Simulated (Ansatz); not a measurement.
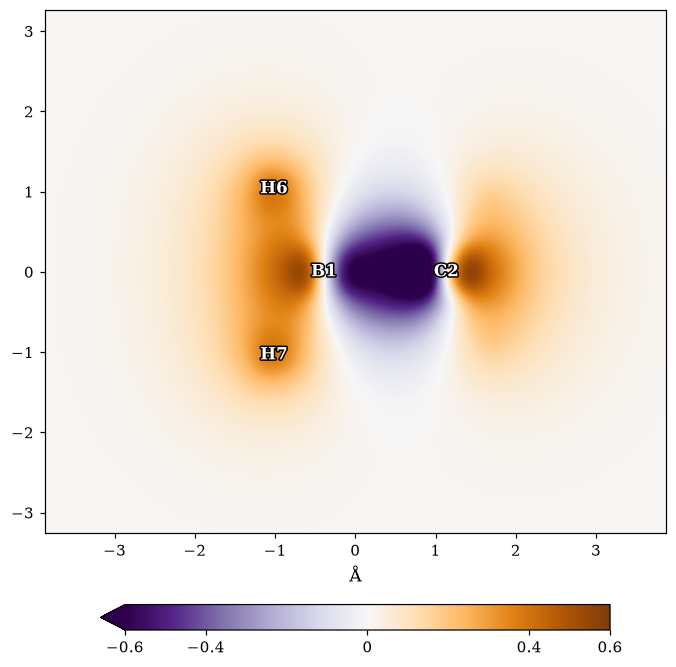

Figure. CH5B. The HOMO−1 on the plane of atoms H6, B1 and H7 (values in Å⁻³ᐟ²; the overall sign is arbitrary).

Method: RKS LDA/def2-mTZVP (Ansatz).

The calculation's input:

```
crystal:
  periodic: [false, false, false]
  atoms:
    - { symbol: B, position_ang: [0.0, 0.0, 0.0] }
    - { symbol: C, position_ang: [0.0, 0.0, 1.6] }
    - { symbol: H, position_ang: [-0.9996, -0.3092, 1.9705] }
    - { symbol: H, position_ang: [0.7676, -0.7111, 1.9705] }
    - { symbol: H, position_ang: [0.232, 1.0203, 1.9705] }
    - { symbol: H, position_ang: [1.0305, 0.0, -0.595] }
    - { symbol: H, position_ang: [-1.0305, 0.0, -0.595] }
basis:
  gaussian: { orbitals: def2-mTZVP }
hamiltonian:
  xc: lda
relax:
  f_tol: 0.02
  max_steps: 40
output:
  orbitals: {}
```

Run with:

```sh
ansatz run input.yaml --threads 1 --pin off --max-ram 2048MiB --backend cpu --events-out ev --progress --plain --runs-dir out
```

The fields are those of the run's last geometry, not of the input's.

What is the character of this orbital?

Answer. Its weight (Hirshfeld) is mainly on C2 (about 40 %), B1 (about 35 %), H6 (about 10 %) and H7 (about 10 %). Its energy is −8.16 eV.
